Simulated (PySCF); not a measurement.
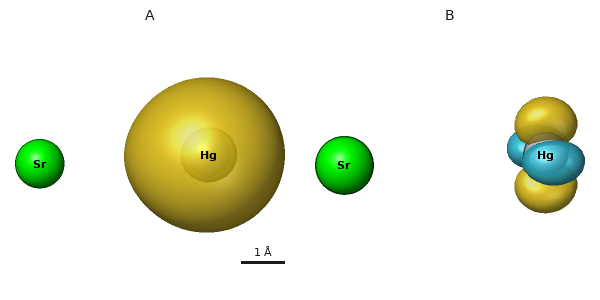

Figure. SrHg. Two frontier orbitals, each drawn at the value that holds 80 % of its norm (yellow and cyan are the two phases), in no order; of a degenerate pair one member is drawn.

Core potentials replace the inner electrons of Sr and Hg.

Method: PBE0/def2-SVP, non-relativistic Hamiltonian with scalar-relativistic core potentials where named, at a bond length of 4.098 Å (PySCF).

Question: Name the orbitals and rank them from lowest to highest energy.

Answer: Orbital B: δ, occupied, −11.80 eV; almost wholly on Hg.
Orbital A: σ, occupied, −7.73 eV; mainly on Hg (95 %).
